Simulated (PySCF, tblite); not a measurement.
**F₃H₃NOSi₂ radical, a small gas-phase stand-in for a defect centre (Si site with back bonds [H], N, O[Si](F)(F)F): EPR parameters**

Wanted: the EPR parameters for `N[SiH]O[Si](F)(F)F`. It is drawn as: dangling bond.

Computed with tblite 0.8.0 and PySCF 2.14.0; each step states its level. No surroundings beyond the atoms listed, unless a continuum is named. Atoms count from 0, parts from 1.

### 1 The system as given

10 atoms, charge 0, multiplicity 2; geometry: distance geometry start.

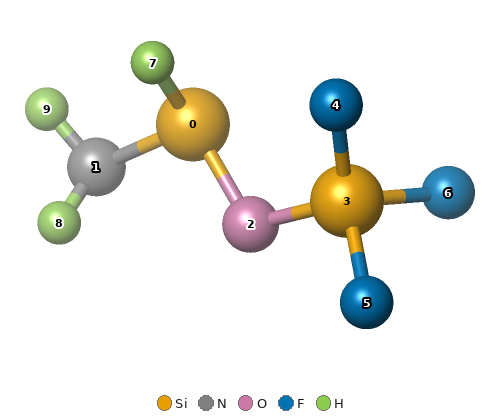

The starting geometry (silicon amber, nitrogen grey, oxygen pink, fluorine blue, hydrogen green), atoms numbered.

### 2 Relaxing the cluster with GFN2-xTB

The job: settings as JSON, then the geometry in Å.

```
{"job": {"kind": "relax", "xc": "GFN2-xTB", "basis": "xTB"}, "charge": 0, "multiplicity": 2}
Si    -0.872464    -0.011360    -0.636575
N     -2.248780    -1.046033    -0.110830
O      0.480606    -0.480645     0.279221
Si     1.894020     0.300254    -0.116971
F      1.735056     1.926902    -0.486494
F      2.924902     0.137625     1.235035
F      2.696228    -0.564825    -1.362537
H     -1.225110     1.402910    -0.457355
H     -2.267098    -1.077622     0.936224
H     -3.124190    -0.537377    -0.397639
```

Level: GFN2-xTB geometry optimisation, gas phase.

Command:

```bash
$ OMP_NUM_THREADS=1 python cluster_run.py task.json out
```

The driver reads the jobs from task.json and runs them one after another.

What it wrote:

```text
step      E/eV     max force
  0    -717.68304    3.221
  1    -718.28105    2.363
  2    -718.57247    2.594
  3    -718.70022    0.841
  4    -718.72725    0.553
  5    -718.76973    0.675
  6    -718.78867    0.621
  7    -718.82369    0.401
  8    -718.83270    0.309
  9    -718.84519    0.429
 10    -718.86349    0.625
 11    -718.88500    0.620
 12    -718.90043    0.373
 13    -718.90951    0.207
 14    -718.91315    0.198
 15    -718.91636    0.251
 16    -718.92214    0.304
 17    -718.92950    0.349
 18    -718.93772    0.337
 19    -718.94367    0.253
 20    -718.94993    0.224
 21    -718.95613    0.237
 22    -718.96364    0.269
 23    -718.97105    0.327
 24    -718.97808    0.240
 25    -718.98266    0.246
 26    -718.98643    0.227
 27    -718.99024    0.178
 28    -718.99313    0.200
 29    -718.99509    0.138
 30    -718.99682    0.101
 31    -718.99873    0.103
 32    -719.00050    0.132
 33    -719.00257    0.149
 34    -719.00454    0.144
 35    -719.00696    0.153
 36    -719.00893    0.119
 37    -719.01144    0.122
 38    -719.01258    0.106
 39    -719.01408    0.090
 40    -719.01544    0.085
 41    -719.01692    0.112
 42    -719.01785    0.095
 43    -719.01867    0.076
 44    -719.01931    0.087
 45    -719.02021    0.119
 46    -719.02163    0.174
 47    -719.02374    0.187
 48    -719.01810    0.519
 49    -719.02634    0.121
 50    -719.02763    0.080
 51    -719.02873    0.406
 52    -719.03130    0.186
 53    -719.03285    0.182
 54    -719.03912    0.376
 55    -719.04541    0.252
 56    -719.05259    0.163
 57    -719.05316    0.450
 58    -719.05819    0.190
 59    -719.06072    0.112
 60    -719.06275    0.298
 61    -719.06557    0.106
 62    -719.06653    0.095
 63    -719.06785    0.099
 64    -719.06842    0.079
 65    -719.06953    0.077
 66    -719.07032    0.088
 67    -719.07072    0.040
 68    -719.07087    0.027
 69    -719.07094    0.029
 70    -719.07102    0.030
 71    -719.07115    0.041
 72    -719.07134    0.039
 73    -719.07153    0.039
 74    -719.07168    0.032
 75    -719.07179    0.030
 76    -719.07188    0.029
 77    -719.07195    0.031
 78    -719.07202    0.030
 79    -719.07208    0.025
 80    -719.07215    0.026
 81    -719.07226    0.032
 82    -719.07239    0.041
 83    -719.07250    0.030
 84    -719.07256    0.014
 85    -719.07258    0.012
 86    -719.07260    0.012
 87    -719.07262    0.018
 88    -719.07266    0.021
 89    -719.07270    0.017
 90    -719.07272    0.008
 91    -719.07273    0.004
```

Wall time 1.7 s (1 thread of Arm Neoverse V1, shared host).

The steps of the relaxation: (the energy doesn't fall at every step)

| step | energy from step 0 (eV) | largest force (eV/Å) |
| --- | --- | --- |
| 0 | 0.0000 | 3.2208 |
| 3 | -1.0172 | 0.8404 |
| 6 | -1.1056 | 0.6214 |
| 9 | -1.1621 | 0.4294 |
| 12 | -1.2174 | 0.3725 |
| 15 | -1.2333 | 0.2516 |
| 18 | -1.2547 | 0.3374 |
| 21 | -1.2731 | 0.2370 |
| 24 | -1.2950 | 0.2395 |
| 27 | -1.3072 | 0.1787 |
| 30 | -1.3138 | 0.1011 |
| 33 | -1.3195 | 0.1490 |
| 36 | -1.3259 | 0.1183 |
| 39 | -1.3310 | 0.0895 |
| 42 | -1.3348 | 0.0945 |
| 45 | -1.3372 | 0.1187 |
| 48 | -1.3351 | 0.5190 |
| 51 | -1.3457 | 0.4065 |
| 54 | -1.3561 | 0.3761 |
| 57 | -1.3701 | 0.4498 |
| 60 | -1.3797 | 0.2982 |
| 63 | -1.3848 | 0.0990 |
| 66 | -1.3873 | 0.0878 |
| 69 | -1.3879 | 0.0298 |
| 72 | -1.3883 | 0.0396 |
| 75 | -1.3887 | 0.0299 |
| 78 | -1.3890 | 0.0306 |
| 81 | -1.3892 | 0.0321 |
| 84 | -1.3895 | 0.0138 |
| 87 | -1.3896 | 0.0184 |
| 90 | -1.3897 | 0.0081 |
| 91 | -1.3897 | 0.0036 |

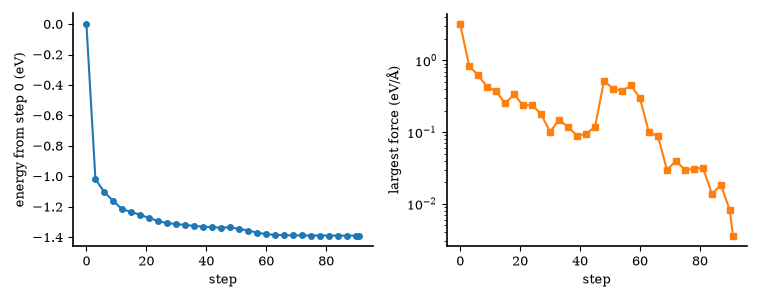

Energy and force, step by step.

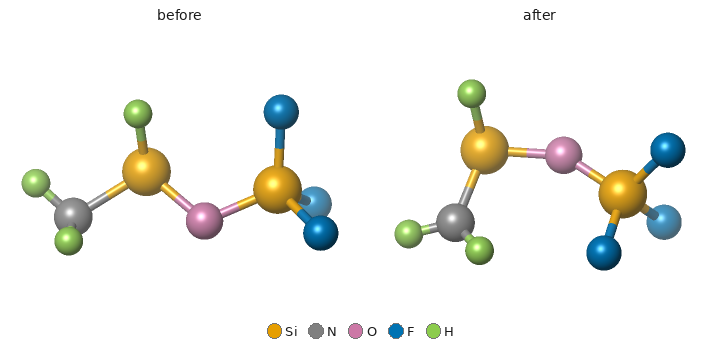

The geometry before (left) and after (right).

Close pairs (by a distance rule), those that changed most:

| bond | before (Å) | after (Å) | change (Å) |
| --- | --- | --- | --- |
| Si3–F6 | 1.716 | 1.578 | -0.137 |
| Si3–F5 | 1.708 | 1.586 | -0.122 |
| Si3–F4 | 1.676 | 1.578 | -0.097 |
| O2–Si3 | 1.663 | 1.567 | -0.095 |
| Si0–N1 | 1.800 | 1.707 | -0.093 |
| N1–H9 | 1.052 | 1.004 | -0.048 |
| Si0–O2 | 1.700 | 1.661 | -0.039 |
| N1–H8 | 1.048 | 1.011 | -0.037 |

### 3 Geometry optimisation at PBE0-D3(BJ)/def2-SVP

The job: settings as JSON, then the geometry in Å.

```
{"job": {"xc": "PBE0", "basis": "def2-SVP", "d3": "d3bj", "grid": 2, "kind": "geom", "shake": 0.01}, "charge": 0, "multiplicity": 2}
Si    -1.299352     0.301605    -0.888057
N     -1.710385    -0.865169     0.270003
O      0.306977     0.522937    -0.810592
Si     1.704653     0.216914    -0.061708
F      2.466689     1.538570     0.221120
F      1.458326    -0.487504     1.343392
F      2.619439    -0.740488    -0.895502
H     -1.747024     1.709876    -0.692077
H     -1.121142    -1.001083     1.102404
H     -2.636629    -1.221241     0.412493
```

What it wrote:

```text
step   0  E = -1009.36461751  max force = 0.044012
step   1  E = -1009.37075339  max force = 0.005923
step   2  E = -1009.37108059  max force = 0.002507
step   3  E = -1009.37120457  max force = 0.001712
step   4  E = -1009.37140634  max force = 0.003911
step   5  E = -1009.37149899  max force = 0.004615
step   6  E = -1009.37167880  max force = 0.002041
step   7  E = -1009.37184365  max force = 0.001766
step   8  E = -1009.37191029  max force = 0.002293
step   9  E = -1009.37198346  max force = 0.002250
step  10  E = -1009.37208288  max force = 0.001639
step  11  E = -1009.37213355  max force = 0.001469
step  12  E = -1009.37220779  max force = 0.001867
step  13  E = -1009.37227945  max force = 0.002261
step  14  E = -1009.37245325  max force = 0.002024
step  15  E = -1009.37254472  max force = 0.001780
step  16  E = -1009.37261946  max force = 0.001364
step  17  E = -1009.37267726  max force = 0.001306
step  18  E = -1009.37274551  max force = 0.000881
step  19  E = -1009.37279983  max force = 0.000943
step  20  E = -1009.37225295  max force = 0.005959
step  21  E = -1009.37276490  max force = 0.003149
step  22  E = -1009.37298521  max force = 0.001182
step  23  E = -1009.37302892  max force = 0.000960
step  24  E = -1009.37311294  max force = 0.000733
step  25  E = -1009.37318496  max force = 0.000783
step  26  E = -1009.37321788  max force = 0.000810
step  27  E = -1009.37324046  max force = 0.000462
step  28  E = -1009.37325161  max force = 0.000281
optimisation converged
```

It took 6.9 min on 1 thread of Arm Neoverse V1, shared host; peak memory 0.62 GiB.

Along the way: (the energy doesn't fall at every step)

| step | energy from step 0 (eV) | largest force component (eV/Å) |
| --- | --- | --- |
| 0 | 0.0000 | 2.2632 |
| 1 | -0.1670 | 0.3046 |
| 2 | -0.1759 | 0.1289 |
| 3 | -0.1792 | 0.0880 |
| 4 | -0.1847 | 0.2011 |
| 5 | -0.1873 | 0.2373 |
| 6 | -0.1921 | 0.1050 |
| 7 | -0.1966 | 0.0908 |
| 8 | -0.1984 | 0.1179 |
| 9 | -0.2004 | 0.1157 |
| 10 | -0.2031 | 0.0843 |
| 11 | -0.2045 | 0.0755 |
| 12 | -0.2065 | 0.0960 |
| 13 | -0.2085 | 0.1163 |
| 14 | -0.2132 | 0.1041 |
| 15 | -0.2157 | 0.0915 |
| 16 | -0.2177 | 0.0701 |
| 17 | -0.2193 | 0.0672 |
| 18 | -0.2212 | 0.0453 |
| 19 | -0.2227 | 0.0485 |
| 20 | -0.2078 | 0.3064 |
| 21 | -0.2217 | 0.1619 |
| 22 | -0.2277 | 0.0608 |
| 23 | -0.2289 | 0.0494 |
| 24 | -0.2312 | 0.0377 |
| 25 | -0.2331 | 0.0403 |
| 26 | -0.2340 | 0.0417 |
| 27 | -0.2346 | 0.0238 |
| 28 | -0.2349 | 0.0144 |

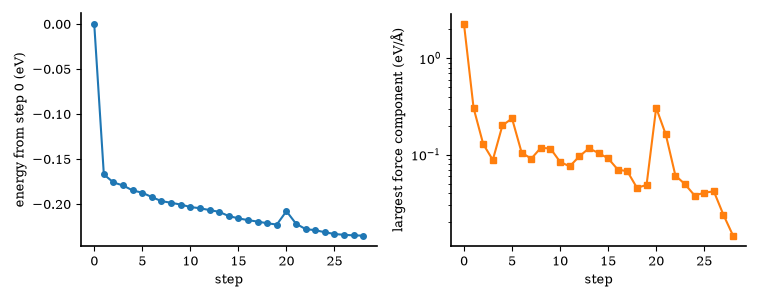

Energy and largest force along the relaxation.

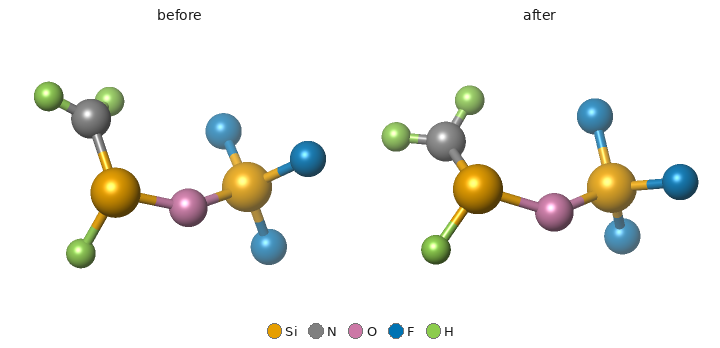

Before and after, at one scale.

Distances of close pairs at the start and the end, largest changes first:

| bond | before (Å) | after (Å) | change (Å) |
| --- | --- | --- | --- |
| Si0–O2 | 1.623 | 1.692 | +0.069 |
| Si3–F4 | 1.552 | 1.594 | +0.043 |
| Si0–N1 | 1.695 | 1.726 | +0.031 |
| Si3–F6 | 1.565 | 1.594 | +0.029 |
| N1–H8 | 1.029 | 1.016 | -0.013 |
| Si3–F5 | 1.591 | 1.603 | +0.012 |
| N1–H9 | 1.003 | 1.015 | +0.012 |
| Si0–H7 | 1.491 | 1.500 | +0.010 |

The end geometry stands in the next job.

| at the end point | value |
| --- | --- |
| point group (found at 0.08 Å tolerance) | C1 |
| rotational constants (GHz, main isotopes) | 3.150, 1.119, 1.046 |
| dipole moment (D) | 3.19 |
| ⟨S²⟩ | 0.752 |

### 4 EPR parameters: B3LYP/IGLO-III+pcH-1

The job: settings as JSON, then the geometry in Å.

```
{"job": {"kind": "epr"}, "charge": 0, "multiplicity": 2}
Si    -1.320162     0.111961    -0.852327
N     -1.645774    -0.333874     0.782889
O      0.336213     0.444489    -0.948145
Si     1.697946     0.066407    -0.182714
F      2.334670     1.314255     0.578086
F      1.434263    -1.079739     0.906943
F      2.791515    -0.487302    -1.202035
H     -2.072689     1.380280    -1.128020
H     -1.158542    -1.117323     1.207953
H     -2.582998    -0.232244     1.158560
```

With the program's defaults for keys left out, this is: UKS B3LYP, IGLO-III on F N O Si, pcH-1 on H, non-relativistic, mean-field spin-orbit, GIAO.

What it wrote:

```text
UKS, coarse grid
  cycle   1  E = -1010.59504658  |g| = 9.04e-01
  cycle   2  E = -1010.16726105  |g| = 1.46e+00
  cycle   3  E = -1010.84781331  |g| = 9.65e-02
  cycle   4  E = -1010.84958592  |g| = 7.26e-02
  cycle   5  E = -1010.85118780  |g| = 8.14e-03
  cycle   6  E = -1010.85120919  |g| = 4.39e-03
  cycle   7  E = -1010.85121411  |g| = 1.23e-03
  cycle   8  E = -1010.85121435  |g| = 3.22e-04
UKS, final grid
  cycle   1  E = -1010.85119612  |g| = 4.21e-04
  cycle   2  E = -1010.85119602  |g| = 6.79e-04
  cycle   3  E = -1010.85119619  |g| = 4.63e-05
  cycle   4  E = -1010.85119619  |g| = 1.18e-05
E = -1010.85119619 Eh   <S^2> = 0.7521 (exact 0.7500)
g shifts (ppm)      1          2          3
  rmc          -169       -169       -169
  gc             71         36         62
  oz_so       -1836        -82        -14
  total       -1935       -216       -120
hyperfine (MHz)  atom isotope    a_iso     a_fc   dipolar eigenvalues
    0  29Si    -772.52    -773.64   -127.51     62.81     64.71
    1   14N       8.99       8.99     -7.52     -7.20     14.72
    2   17O     -59.58     -59.56    -18.25      8.67      9.57
    3  29Si     -10.84     -10.85     -1.90      0.69      1.20
    4   19F      22.55      22.55     -6.74     -6.60     13.34
    5   19F       3.02       3.01     -1.81     -0.83      2.64
    6   19F      -0.37      -0.35     -0.96      0.08      0.88
    7    1H     196.98     196.98     -5.65     -1.25      6.90
    8    1H      -7.51      -7.52     -9.65     -3.86     13.51
    9    1H      -6.34      -6.36     -9.59     -1.84     11.42
```

Wall time 93 s (1 thread of Arm Neoverse V1, shared host); peak memory 1.1 GiB.

Principal g values 2.00038, 2.00210, 2.00220; g(iso) = 2.00156, against 2.00232 for a free electron.

Hyperfine couplings, nucleus by nucleus at this fixed geometry (no averaging over rotations):

| nuclei | isotope | a(iso) (MHz) | a(iso) (G, at g = 2.0023) | largest dipolar term (MHz) |
| --- | --- | --- | --- | --- |
| Si0 | 29Si | -772.5 | -275.7 | -127.5 |
| H7 | 1H | 197.0 | 70.3 | 6.9 |
| O2 | 17O | -59.6 | -21.3 | -18.2 |
| F4 | 19F | 22.6 | 8.0 | 13.3 |
| Si3 | 29Si | -10.8 | -3.9 | -1.9 |
| N1 | 14N | 9.0 | 3.2 | 14.7 |
| H8 | 1H | -7.5 | -2.7 | 13.5 |
| H9 | 1H | -6.3 | -2.3 | 11.4 |
| F5 | 19F | 3.0 | 1.1 | 2.6 |
| F6 | 19F | -0.4 | -0.1 | -1.0 |

Mulliken spin populations:

| atom | value (e) |
| --- | --- |
| Si0 | 0.77 |
| N1 | 0.10 |
| O2 | 0.02 |
| Si3 | 0.01 |
| F4 | 0.00 |
| F5 | 0.00 |
| F6 | 0.00 |
| H7 | 0.10 |
| H8 | 0.00 |
| H9 | 0.00 |

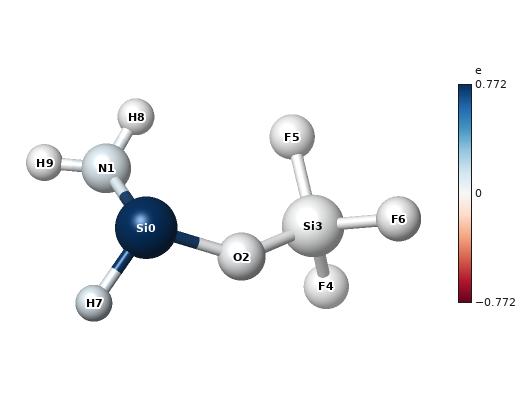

Mulliken spin populations, as colours on the atoms.

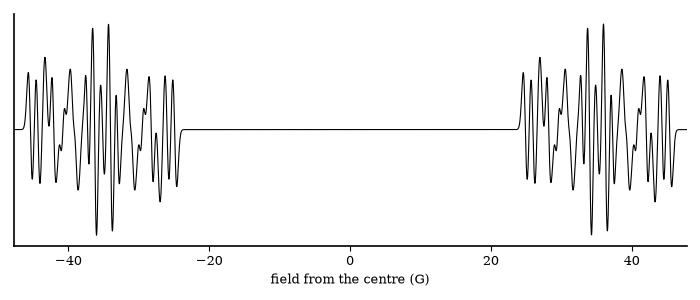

First-order isotropic spectrum (first derivative, main isotopes with spin only, couplings over 0.8 MHz, Gaussian width 0.3 G; couplings of the frozen geometry, rotation of groups not averaged beyond the rows shown).

The fields below are evaluated on a grid from the run's orbitals.

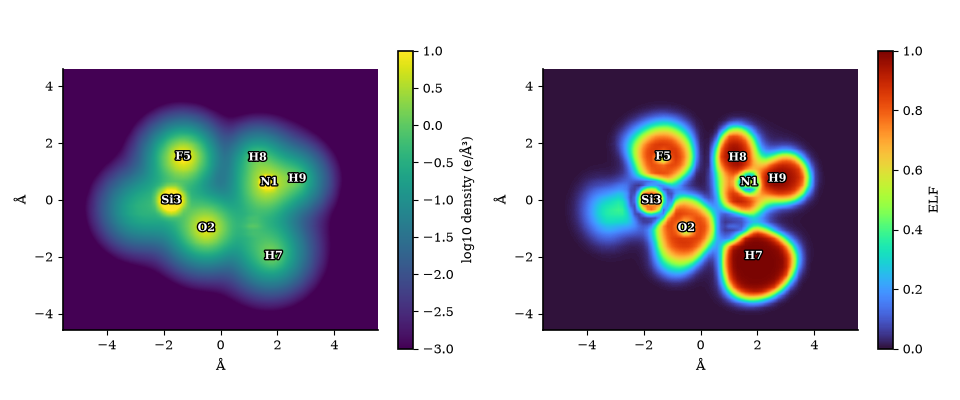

Density (left) and ELF (right) in a plane through or near 7 of the atoms.

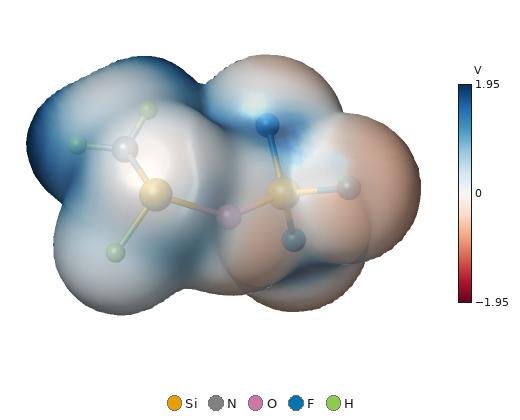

Electrostatic potential on the surface of density 0.002 e/bohr³; red is low, blue high. It runs from -0.66 V near N1 to 1.95 V near H9.

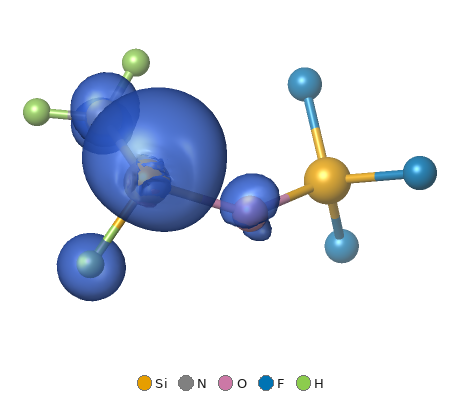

Spin density at ±0.04 e/Å³ (alpha excess blue, beta excess red).

### 5 EPR parameters: BHandHLYP/IGLO-III+pcH-1

Settings changed since step 4:

```diff
@@ -1,2 +1,2 @@
-{"job": {"kind": "epr"}, "charge": 0, "multiplicity": 2}
+{"job": {"kind": "epr", "xc": "BHandHLYP"}, "charge": 0, "multiplicity": 2}
 Si    -1.320162     0.111961    -0.852327
```

Level: UKS BHandHLYP, IGLO-III on F N O Si, pcH-1 on H, non-relativistic, mean-field spin-orbit, GIAO.

What it wrote:

```text
UKS, coarse grid
  cycle   1  E = -1010.44655841  |g| = 7.65e-01
  cycle   2  E = -1010.41798863  |g| = 8.62e-01
  cycle   3  E = -1010.63675445  |g| = 4.51e-02
  cycle   4  E = -1010.63744482  |g| = 3.35e-02
  cycle   5  E = -1010.63784448  |g| = 7.17e-03
  cycle   6  E = -1010.63787849  |g| = 1.69e-03
  cycle   7  E = -1010.63788318  |g| = 6.40e-04
UKS, final grid
  cycle   1  E = -1010.63786875  |g| = 5.88e-04
  cycle   2  E = -1010.63786883  |g| = 6.13e-04
  cycle   3  E = -1010.63786899  |g| = 1.04e-04
  cycle   4  E = -1010.63786901  |g| = 4.36e-05
  cycle   5  E = -1010.63786901  |g| = 1.87e-05
E = -1010.63786901 Eh   <S^2> = 0.7536 (exact 0.7500)
g shifts (ppm)      1          2          3
  rmc          -171       -171       -171
  gc             71         50         44
  oz_so       -1842        -54        -15
  total       -1942       -175       -141
hyperfine (MHz)  atom isotope    a_iso     a_fc   dipolar eigenvalues
    0  29Si    -803.15    -804.26   -134.87     65.72     69.15
    1   14N      11.97      11.96     -7.27     -6.92     14.19
    2   17O     -59.97     -59.96    -17.98      8.58      9.40
    3  29Si      -7.27      -7.28     -1.76      0.67      1.09
    4   19F      17.33      17.32     -5.62     -5.48     11.10
    5   19F       1.00       1.00     -1.51     -0.84      2.35
    6   19F      -1.36      -1.35     -0.68      0.04      0.64
    7    1H     199.11     199.11     -5.50     -0.96      6.46
    8    1H      -9.88      -9.89     -9.63     -4.02     13.65
    9    1H      -8.33      -8.36     -9.51     -2.05     11.56
```

Run time: 99 s. Hardware: 1 thread of Arm Neoverse V1, shared host; peak memory 1.1 GiB.

In short: g(iso) 2.00157.

### 6 Comparing the runs: EPR parameters

g, ⟨S²⟩ and isotropic hyperfine couplings (MHz), with basis size and wall time:

| run | g(iso) | ⟨S²⟩ | 29Si Si0 | 1H H7 | 17O O2 | 19F F4 | 29Si Si3 | functions | time |
| --- | --- | --- | --- | --- | --- | --- | --- | --- | --- |
| B3LYP/IGLO-III+pcH-1 | 2.00156 | 0.752 | -772.5 | 197.0 | -59.6 | 22.6 | -10.8 | 293 | 93 s |
| BHandHLYP/IGLO-III+pcH-1 | 2.00157 | 0.754 | -803.1 | 199.1 | -60.0 | 17.3 | -7.3 | 293 | 99 s |

### 7 Summary of results

```
                                                                  quantity                    value
                                                               point group                       C1
                                      rotational constants (main isotopes)     3.15, 1.12, 1.05 GHz
                                                            g(iso) (B3LYP)                  2.00156
                                                                      ⟨S²⟩       0.752 (exact 0.75)
                                                            largest a(iso)  29Si on Si0, -772.5 MHz
potential on the surface of density 0.002 e/bohr³, 1st and 99th percentile       -0.66 V and 1.95 V
```

**Reading.** The start of the PBE0/def2-SVP relaxation was shaken at random by about 0.01 Å, so part of the energy gained, and of the first lengths quoted, undoes that. Over 28 steps the energy fell by 0.235 eV; of the close pairs, Si0–O2 changed most, 1.623 to 1.692 Å (PBE0/def2-SVP). Si0 carries the largest spin population, 0.77 e. The isotropic g lies 0.8 ppt below the free-electron value. The coupling of 29Si on Si0 runs from -803.1 (BHandHLYP/IGLO-III+pcH-1) to -772.5 MHz (B3LYP/IGLO-III+pcH-1).
